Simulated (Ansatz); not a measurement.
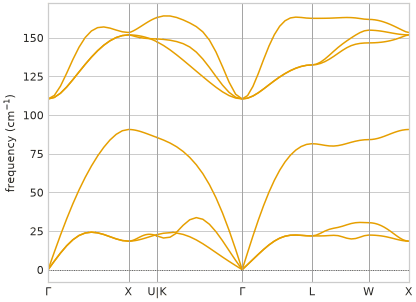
Fig. 1. Phonon dispersion of HgSe (zinc blende, F-43m), PBE (plane waves, PAW; program Ansatz); imaginary frequencies are drawn negative

Is this phase dynamically stable?

Yes, on this path no branch is imaginary.

How high does the spectrum reach?

About 160 cm⁻¹ (4.9 THz).

The PBE relaxation kept the symmetry of its start. As this level gives no gap, phonon frequencies hold no LO–TO term and depend on the k-mesh and smearing (Fermi–Dirac, 0.1 eV here). Spin–orbit coupling is left out wherever it is not named.

Potentials: the later of the program's two PAW sets.
